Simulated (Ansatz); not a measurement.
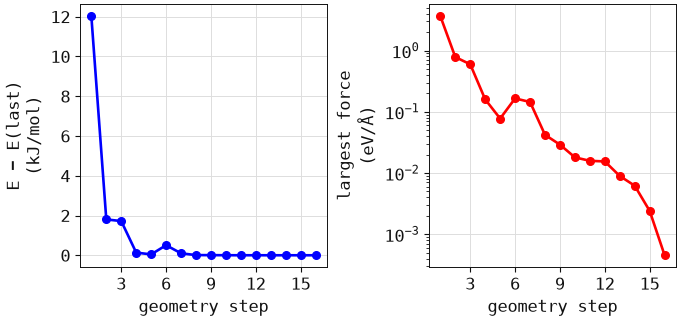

History of a geometry optimisation.

CH3 (SMILES [CH3]), multiplicity 2; PBE0/def2-SVP, Gaussian basis in Ansatz development build ahead of 0.2.0.

> How did the optimisation end?

The optimisation met its thresholds at geometry 16, counting the start as the first. The energy fell by about 12 kJ/mol from the first step to the last, with a rise at step 6. The largest force goes from about 3.6 eV/Å at the start to 5 × 10⁻⁴ eV/Å at the end.

> By which step was nine tenths of the energy gained?

By step 4 of 16.
